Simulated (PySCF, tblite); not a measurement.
# C₅H₁₂O₂SSi: geometry, infrared bands and NMR shifts

What infrared bands and NMR shifts should C₅H₁₂O₂SSi (`CC(C)O[C@@H]1CO[SiH2]S1`) show?

The runs use tblite 0.8.0 and PySCF 2.14.0, with density-fitted response routines of our own; the level of theory stands in each step. All values are computed, except where a source is named. Atoms count from 0, in the outputs and in this text.

## 1. The starting structure

21 atoms, charge 0, multiplicity 1; geometry from: force field or distance geometry start.

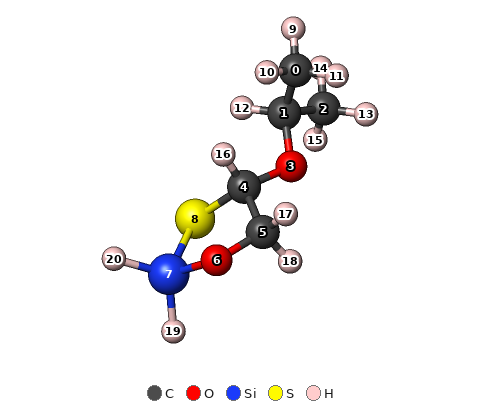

The starting geometry (carbon dark grey, oxygen red, silicon blue, sulfur yellow, hydrogen pink), atoms numbered; sticks join atoms by distance.

## 2. Relaxing the molecule with GFN2-xTB

The job: settings as JSON, then the geometry in Å.

```
{"job": {"kind": "relax", "xc": "GFN2-xTB", "basis": "xTB"}, "charge": 0, "multiplicity": 1}
C     -2.071200     1.273600    -0.383200
C     -1.600400    -0.090400     0.068200
C     -2.572600    -1.179000    -0.346600
O     -0.343000    -0.393100    -0.548000
C      0.789000     0.126700     0.152500
C      1.973700     0.204300    -0.838600
O      3.200100     0.521600    -0.153700
Si     3.371300    -0.338700     1.277100
S      1.338300    -0.954600     1.518800
H     -3.075200     1.501500     0.027400
H     -1.396000     2.064100    -0.063500
H     -2.130900     1.324400    -1.474100
H     -1.512900    -0.113700     1.180500
H     -2.675400    -1.211500    -1.443400
H     -3.574400    -0.998900     0.088500
H     -2.227700    -2.160800    -0.022300
H      0.589600     1.132100     0.549800
H      1.790400     0.986200    -1.576800
H      2.097800    -0.722100    -1.404400
H      4.249500    -1.516600     1.083500
H      3.771200     0.561700     2.380300
```

On the command line:

```bash
> OMP_NUM_THREADS=1 python probes_run.py task.json out
```

The driver reads the jobs from task.json and runs them one after another.

**Question.** This job is followed by: GFN2-xTB harmonic vibrations, gas phase; GIAO PBE0/pcSseg-1 NMR shielding, non-relativistic, gas phase. Predict these results of the whole session: strongest single infrared mode (GFN2-xTB); zero-point energy (GFN2-xTB); ¹³C shifts against TMS (PBE0/pcSseg-1); ¹H shifts against TMS (PBE0/pcSseg-1, means over atoms taken as alike); ¹⁷O shifts against H2O (PBE0/pcSseg-1); ²⁹Si shifts against TMS (PBE0/pcSseg-1); ³³S shifts against CS2 (PBE0/pcSseg-1).

As calculated:

```
                                                              quantity                                               value
                             strongest single infrared mode (GFN2-xTB)                               2338 cm⁻¹, 272 km/mol
                                          zero-point energy (GFN2-xTB)                                      103.2 kcal/mol
                                ¹³C shifts against TMS (PBE0/pcSseg-1)                    93.2, 76.6, 73.7, 25.3, 20.7 ppm
¹H shifts against TMS (PBE0/pcSseg-1, means over atoms taken as alike)  5.93, 5.86, 5.51, 4.41, 3.95, 3.69, 1.25, 1.16 ppm
                                ¹⁷O shifts against H2O (PBE0/pcSseg-1)                                      97.4, 30.4 ppm
                               ²⁹Si shifts against TMS (PBE0/pcSseg-1)                                             7.6 ppm
                                ³³S shifts against CS2 (PBE0/pcSseg-1)                                            -123 ppm
```

What this shows: The optimisation took 77 steps and gained 0.252 eV; among the close pairs (by a distance rule), O3–C4 changed most, from 1.429 to 1.371 Å. All 57 modes are real, so the xTB geometry is a minimum. The strongest single mode, at 2338 cm⁻¹, moves mainly H19. GFN2-xTB is a fitted tight-binding method: band positions and strengths are rough. Its intensities can rank the bands wrongly. The most deshielded carbon is C4 (sp3 CH bonded to O and S), at 93.2 ppm: pulled downfield by the heteroatom. The most deshielded hydrogen is H16 (hydrogen on an sp3 CH bonded to O and S), at 5.93 ppm: its carbon carries O, hence the downfield position. At PBE0/pcSseg-1: Shielding is most anisotropic at S8 (span 502 ppm, paramagnetic term -434 ppm).
